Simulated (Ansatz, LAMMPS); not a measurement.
# Relaxing ionic liquid EMIM+ methanesulfonate with Li salt, from a frame at 450 K (144 atoms), part 3 of 3

Aim: bring ionic liquid EMIM+ methanesulfonate with Li salt, from a frame at 450 K (144 atoms) to a nearby minimum of the energy and see what moves.

Ansatz 0.2.0; Kohn-Sham DFT, LDA, PAW (set soft_2), plane waves.

The cell: 36 C, 10 N, 73 H, 6 S, 18 O and 1 Li. The network of contacts between molecules at the start is that of the classical potential that made the cell. The functional has no dispersion term. The density was typed from a rule of thumb and may lie off the real one at this temperature. Only the Γ point is sampled, in a cell whose shortest periodic width is 11 Å.

So far, density (g/cm³): step 5 (distances and neighbours after relaxation) 1.25.

## Step 6: Single point at the relaxed geometry

The electronic structure is read at the final geometry, in a run of its own.

input.yaml

```yaml
crystal:
  lattice:
    - [11.44905, 0.0, 0.0]
    - [0.0, 11.44905, 0.0]
    - [0.0, 0.0, 11.44905]
  atoms:
    - { symbol: C, position: [0.8862, 0.16603, 0.44961] }
    - { symbol: C, position: [0.75598, 0.17768, 0.43941] }
    - { symbol: "N", position: [0.69886, 0.06677, 0.41513] }
    - { symbol: C, position: [0.73503, 0.98026, 0.34093] }
    - { symbol: C, position: [0.65229, 0.89495, 0.34509] }
    - { symbol: "N", position: [0.56793, 0.93131, 0.42105] }
    - { symbol: C, position: [0.46178, 0.86733, 0.44361] }
    - { symbol: C, position: [0.5975, 0.03551, 0.46331] }
    - { symbol: H, position: [0.92338, 0.25232, 0.47038] }
    - { symbol: H, position: [0.91138, 0.10511, 0.51974] }
    - { symbol: H, position: [0.9266, 0.1366, 0.36729] }
    - { symbol: H, position: [0.73269, 0.24161, 0.37085] }
    - { symbol: H, position: [0.71661, 0.21067, 0.52101] }
    - { symbol: H, position: [0.81574, 0.98159, 0.29018] }
    - { symbol: H, position: [0.6472, 0.80892, 0.30446] }
    - { symbol: H, position: [0.40063, 0.88247, 0.37059] }
    - { symbol: H, position: [0.48343, 0.77355, 0.4474] }
    - { symbol: H, position: [0.42157, 0.89519, 0.52622] }
    - { symbol: H, position: [0.55167, 0.0893, 0.52852] }
    - { symbol: C, position: [0.54737, 0.43381, 0.11541] }
    - { symbol: C, position: [0.51395, 0.56045, 0.10698] }
    - { symbol: "N", position: [0.41182, 0.5801, 0.03461] }
    - { symbol: C, position: [0.33203, 0.66725, 0.05147] }
    - { symbol: C, position: [0.25368, 0.66059, 0.9625] }
    - { symbol: "N", position: [0.28794, 0.56954, 0.89345] }
    - { symbol: C, position: [0.23208, 0.53331, 0.78671] }
    - { symbol: C, position: [0.38397, 0.52071, 0.93809] }
    - { symbol: H, position: [0.57299, 0.39612, 0.03045] }
    - { symbol: H, position: [0.621, 0.42564, 0.17713] }
    - { symbol: H, position: [0.47434, 0.38082, 0.14941] }
    - { symbol: H, position: [0.58695, 0.61197, 0.07041] }
    - { symbol: H, position: [0.49635, 0.59703, 0.1944] }
    [... 106 atom lines left out ...]
    - { symbol: O, position: [0.67203, 0.55795, 0.54848] }
    - { symbol: O, position: [0.71704, 0.45402, 0.36733] }
    - { symbol: H, position: [0.53593, 0.35841, 0.51051] }
    - { symbol: H, position: [0.4758, 0.40461, 0.37064] }
    - { symbol: H, position: [0.44435, 0.4852, 0.50283] }
    - { symbol: Li, position: [0.14943, 0.95679, 0.92522] }
kpoints:
  mp_grid: { grid: [1, 1, 1] }
hamiltonian:
  xc: lda
scf:
  occupations: { method: fixed }
output:
  forces: true
  stress: true
  populations: true
  dos:
    method: { smearing: { sigma: 0.1 } }
    de: 0.1
    projected: { site_lists: { C: [C], H: [H], Li: [Li], "N": ["N"], O: [O] } }
  eigenvalues: true
  write_density: true
  write_potential: true
  volumetric_format: npy
```

On the command line:

```console
> ansatz run input.yaml --threads 4 --pin off --max-ram 8192MiB --backend cpu --events-out ev --progress --plain --runs-dir out
```

Numbers of over 12 decimals in the logs are rounded to 6 here.

The log of the run:

```text
[...]
Crystal: 144 atoms, lattice volume = 1500.750 Å³
Basis set: ecut = 420 eV, 29423 PW (Γ)
Bands: 351, of which v1, the nominal top of the filled ones, is band 207 counted from 1 (206 counted from 0)
Symmetry: 1 space group operations
[...]
k-points: 1
[...]
SCF iter   1: F=—  HF=-29044.085305 eV  |F-HF|=—  |Δ(HF+E_count)|=         —  Δρ=1.02e-2  dr2=1.22e0  ethr=1.77e-3  ⟨swp⟩=4.0  Hψ=1322  notcnv=0  defer=140
[...]
SCF iter  10: F=-29043.647779 eV  HF=-29043.647779 eV  |F-HF|=6.70e-8  |Δ(HF+E_count)|=   4.51e-7  Δρ=2.10e-6  dr2=8.35e-8  ethr=2.42e-11  ⟨swp⟩=19.0  Hψ=3450  notcnv=0
SCF 1 converged in 10 iterations: F = -29043.647779 eV  dr2 = 8.35e-8
[...]
SCF converged after 10 iterations
Free energy (F): -29043.647779 eV
[...]
Internal energy: -29043.647779 eV  (E = F + TS)
E sigma→0 (E₀):  -29043.647779 eV
Fermi energy:    -0.221665 eV
[...]
--- Forces (eV/Å), atoms counted from 1 ---
  atom   1  C     -0.00299697     0.00211949     0.00245408
  atom   2  C      0.00049052     0.00332924     0.00099691
  atom   3  N      0.01062949     0.00262877     0.00407741
  atom   4  C     -0.00431332     0.01139878    -0.01157950
  atom   5  C      0.00232615    -0.01443315     0.00629681
  atom   6  N     -0.00894905    -0.00984081    -0.00311533
  atom   7  C     -0.00217532    -0.00052471    -0.00080366
  atom   8  C     -0.00727652     0.01009426     0.00666193
  atom   9  H     -0.00084831    -0.00221638    -0.00125352
  atom  10  H      0.00075081     0.00013146     0.00035389
  atom  11  H      0.00027827    -0.00024312    -0.00054931
  atom  12  H      0.00184287    -0.00420713     0.00100443
  atom  13  H     -0.00061399    -0.00156506    -0.00081099
  atom  14  H      0.00381063     0.00144543    -0.00240386
[...]
atom 143  H     -0.00537570    -0.00511036     0.00349409
  atom 144  Li    -0.00306015     0.00172290    -0.00018748
  max |Σ_I F_I| component: 1.75e-4 eV/Å
--- Stress (GPa, compression-positive) ---
       -0.482446       0.080565      -0.093579
        0.080565      -0.990141       0.036809
       -0.093579       0.036809      -0.841279
  P = ⅓ Tr σ = -0.7713 GPa (-7.713 kbar)
--- Band table (eV) ---
[...]
--- Löwdin populations: 144 sites ---
  site symbol       q [e]
     0      C      4.4836
     1      C      4.1866
     2      N      4.9400
[...]
143     Li      2.2706
  spilling = 0.016027 (of n_electrons = 414.000000)
```

It took 12 s on 4 threads of Intel Xeon Platinum 8488C (Sapphire Rapids), shared host; peak memory 1.8 GiB.

The run gave:

| Quantity | Value |
| --- | --- |
| free energy | -29043.6478 eV |
| free energy per atom | -201.6920 eV/atom |
| SCF cycles | 10 |
| pressure | -0.7713 GPa |
| r.m.s. force component | 0.00776 eV/Å |
| longest force | 0.0519 eV/Å |
| Fermi energy | -0.2217 eV |
| gap (highest filled to lowest empty level) | 3.938 eV |
| spilling of the projection | 0.01603 |

Löwdin charges by element (they lack the spilled electrons, 0.046 e an atom on average):

```csv
element,coordination,atoms,mean charge (e),spread,least,most
C,all,36,-0.284,0.248,-0.702,0.0448
H,all,73,0.219,0.0171,0.184,0.258
Li,all,1,0.729,0,0.729,0.729
N,all,10,0.0693,0.01,0.0585,0.0909
O,all,18,-0.806,0.0089,-0.829,-0.789
S,all,6,2.33,0.0053,2.32,2.33
```

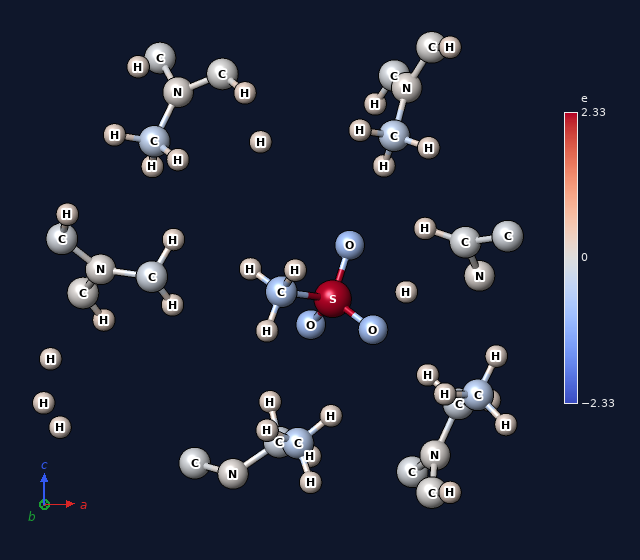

Atoms coloured by Löwdin charge. Drawn is a slice 4 Å thick, seen along the normal of the ac plane. Bonds to atoms that aren't drawn are left out.

Density of states as counts of states in windows of 1 eV (from the Fermi level), total and the larger projections:

```csv
from (eV),to (eV),total,C p,O p,H s,N p,C s
-14,-13,10.0,0.3,0.0,1.3,3.2,5.1
-13,-12,22.0,1.2,0.2,5.0,2.0,9.4
-12,-11,0.4,0.1,0.0,0.1,0.1,0.1
-11,-10,15.0,3.8,0.0,2.5,4.4,3.8
-10,-9,9.8,3.4,0.1,1.9,1.8,2.2
-9,-8,14.0,3.6,2.0,2.5,0.8,1.8
-8,-7,17.1,6.1,1.2,3.1,2.7,1.6
-7,-6,23.4,9.0,3.0,3.5,4.8,0.6
-6,-5,59.2,21.6,11.4,9.7,5.7,1.4
-5,-4,35.5,18.1,4.6,8.2,2.1,0.3
-4,-3,38.2,21.2,3.9,10.3,1.3,0.2
-3,-2,33.0,6.6,19.7,3.9,1.2,0.2
-2,-1,37.4,7.6,21.4,2.5,4.2,0.3
-1,0,29.2,8.9,18.4,0.6,0.7,0.1
0,1,1.9,0.0,1.8,0.0,0.0,0.0
1,3,0.0,0.0,0.0,0.0,0.0,0.0
3,4,1.7,0.8,0.0,0.1,0.5,0.0
4,5,18.2,9.9,0.1,1.7,3.6,0.5
```

With fixed occupations the program's Fermi level is the highest filled level; weight inside the gap is the broadening of levels at its edges.

Between -26 and -14 eV lie 66 more states.

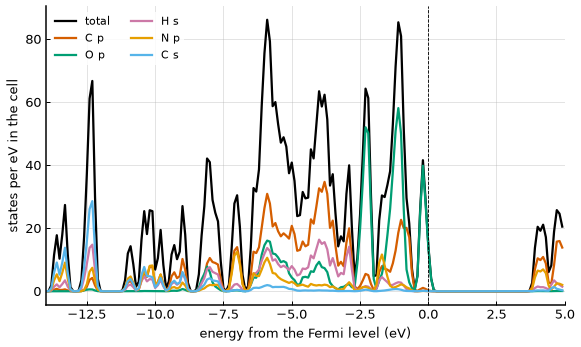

Total and projected density of states, with the broadening of the input.

Not all projections were asked for or kept, so they needn't add up to the total.

The levels nearest the highest filled one (over half full), pooled over k-points and spins:

```csv
level less the highest filled one (eV),occupation
-0.274,2
-0.233,2
-0.210,2
-0.145,2
-0.128,2
0,2
3.94,0
4.01,0
4.13,0
4.23,0
4.31,0
4.58,0
```

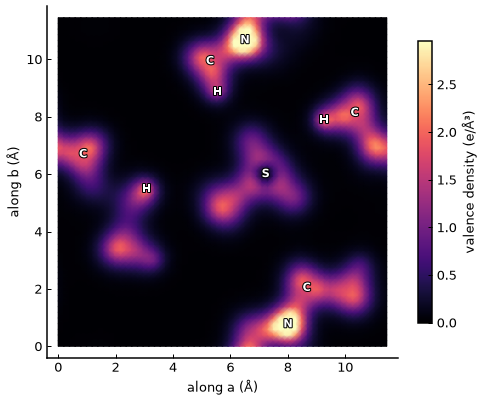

Valence density in the ab plane at fractional z = 0.431, with atoms of C and N and H and S within 0.2 Å of it. It is the smooth field of the valence electrons, not physical close to the nuclei.

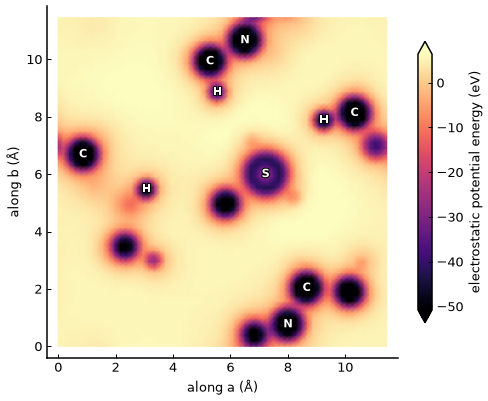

Electrostatic potential energy in the ab plane at fractional z = 0.431, with atoms of C and N and H and S within 0.2 Å of it. With pseudopotentials it is smooth inside the atoms' cores, unlike the true potential.

Mean Löwdin charges: C -0.28, H +0.22, Li +0.73, N +0.07, O -0.81, S +2.33 e (they miss 1.6 % of the electrons, so they add up to more than the cell's charge). The largest share in the top eV of filled states is O p (66 % of the projected weight), and in the lowest eV of empty states C p (62 % of the projected weight).

Local excerpt of 8 atoms (numbers count through the whole input) about C81, picked at random; x, y, z are measured from there.

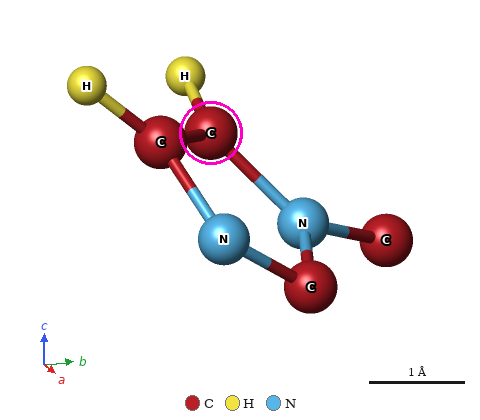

The atoms of the table, within 2.5 Å (arrows a, b, c point along x, y, z); some may hide others; the central atom is ringed.

```csv
atom,x,y,z,distance (Å),Löwdin charge (e)
C81,0.00,0.00,0.00,0.00,-0.06
H91,-1.03,0.04,0.36,1.09,0.23
C80,1.02,-0.87,0.22,1.36,-0.10
N82,0.42,0.89,-0.95,1.36,0.09
N79,2.05,-0.48,-0.60,2.19,0.06
C84,1.67,0.59,-1.30,2.19,0.04
H90,1.11,-1.70,0.93,2.23,0.24
C83,-0.32,2.03,-1.41,2.49,-0.39
```

## Step 7: Changed: basis.ecutwfc = "36.7 Ry" and basis.xc_grid = 3

Changed here: basis.ecutwfc = "36.7 Ry" and basis.xc_grid = 3.

input.yaml: that of step 6 with these lines changed.

```diff
@@ -6,3 +6,3 @@
   atoms:
-    [... the 144 atom lines of step 6 ...]
+    [... the 144 atom lines of step 3 ...]
 kpoints:
@@ -22,4 +22,4 @@
   eigenvalues: true
-  write_density: true
-  write_potential: true
-  volumetric_format: npy
+basis:
+  ecutwfc: "36.7 Ry"
+  xc_grid: 3
```

The log of the run:

```text
[...]
Crystal: 144 atoms, lattice volume = 1500.750 Å³
Basis set: ecut = 499.328938 eV, 38089 PW (Γ), exchange–correlation on 270×270×270 points (27 copies of the dense FFT grid, shifted against one another)
Bands: 351, of which v1, the nominal top of the filled ones, is band 207 counted from 1 (206 counted from 0)
Symmetry: 1 space group operations
[...]
k-points: 1
[...]
SCF iter   1: F=—  HF=-29034.771629 eV  |F-HF|=—  |Δ(HF+E_count)|=         —  Δρ=1.09e-2  dr2=1.36e0  ethr=1.77e-3  ⟨swp⟩=4.0  Hψ=1321  notcnv=0  defer=141
[...]
SCF iter  11: F=-29034.274902 eV  HF=-29034.274902 eV  |F-HF|=7.37e-9  |Δ(HF+E_count)|=   3.06e-8  Δρ=9.73e-7  dr2=1.52e-8  ethr=2.42e-11  ⟨swp⟩=20.0  Hψ=2458  notcnv=0
SCF 1 converged in 11 iterations: F = -29034.274902 eV  dr2 = 1.52e-8
[...]
SCF converged after 11 iterations
Free energy (F): -29034.274902 eV
[...]
Internal energy: -29034.274902 eV  (E = F + TS)
E sigma→0 (E₀):  -29034.274902 eV
Fermi energy:    0.237740 eV
[...]
--- Forces (eV/Å), atoms counted from 1 ---
  atom   1  C      0.40747756    -0.27938708    -1.99087338
  atom   2  C      2.53666561     1.96268190     2.19424592
  atom   3  N      0.48313189    -2.06425839     0.98438066
  atom   4  C     -2.41656773     0.28077909     1.47715764
  atom   5  C      1.94499210     1.78894376    -0.97131966
  atom   6  N     -0.75929427     0.41256003     0.45831845
  atom   7  C      0.32324906    -0.76541756    -2.98661216
  atom   8  C      0.44771549    -2.25830373    -0.94175505
  atom   9  H     -0.60683867     0.55065347    -0.25415938
  atom  10  H     -0.10215115    -0.78577988     1.72233439
  atom  11  H     -0.50565240    -0.55447786     0.39726307
  atom  12  H      0.07556750     0.82946132    -2.34339280
  atom  13  H     -0.90378749    -0.43763192    -0.74972818
  atom  14  H      0.40237571    -0.39117463    -0.52091358
[...]
atom 143  H      0.70075412     0.35539071    -0.05967611
  atom 144  Li    -0.35987587    -0.03340844     0.07510231
  max |Σ_I F_I| component: 5.05e-5 eV/Å
--- Stress (GPa, compression-positive) ---
        1.031277       0.277666       0.640025
        0.277666       1.749242       0.757500
        0.640025       0.757500       0.957164
  P = ⅓ Tr σ = 1.2459 GPa (12.459 kbar)
--- Band table (eV) ---
[...]
--- Löwdin populations: 144 sites ---
  site symbol       q [e]
     0      C      4.5071
     1      C      4.2133
     2      N      4.9306
[...]
143     Li      2.2683
  spilling = 0.016625 (of n_electrons = 414.000000)
```

Wall time 16 s (4 threads); peak memory 2.4 GiB; 60 s of CPU time.

Geometry and reference: those of the single point at the start.

Forces differ from those of the single point at the start by 4.4 meV/Å r.m.s., 0.40 % of their size; the energy by -3.4 meV/atom. It took 1.4 times the reference's time (shared host, so rough).

## Step 8: Outcome

| Item | Value |
| --- | --- |
| energy change in the relaxation | -68.48 meV/atom |
| r.m.s. displacement | 1.225 Å |
| largest displacement | 2.922 Å |
| free energy per atom | -201.6920 eV/atom |
| pressure | -0.7713 GPa |
| r.m.s. force component | 0.00776 eV/Å |
| gap (highest filled to lowest empty level) | 3.938 eV |
| wall time of the 4 DFT runs | 4.7 min |

Relaxation lowers the energy by 68.5 meV/atom and moves atoms by 1.2 Å r.m.s.; the r.m.s. force component goes from 1.1 to 0.0078 eV/Å, the pressure goes from 1.3 to -0.77 GPa, and the gap from 2.82 to 3.94 eV. First to last step the energy falls by 9.862 eV; the largest move, 2.92 Å, is that of H87, with 1 other atom within 2 % of it. Between filled and empty levels lie 3.94 eV (at Γ alone); a local or semilocal functional tends to put such gaps too low. In a disordered cell it changes from sample to sample and from frame to frame.

**Limits.** The network of contacts between molecules at the start is that of the classical potential that made the cell; in DFT atoms moved by 1.2 Å r.m.s.

[Logs are printed without paths, hosts, clocks, repeated set-up lines and the standing remarks that a program may print on its own settings, such as how far it seeks lower states.]

[Hosts, paths, dates, database ids (printed as entryN), source tags and the programs' standing remarks are cut or masked in the printed files.]
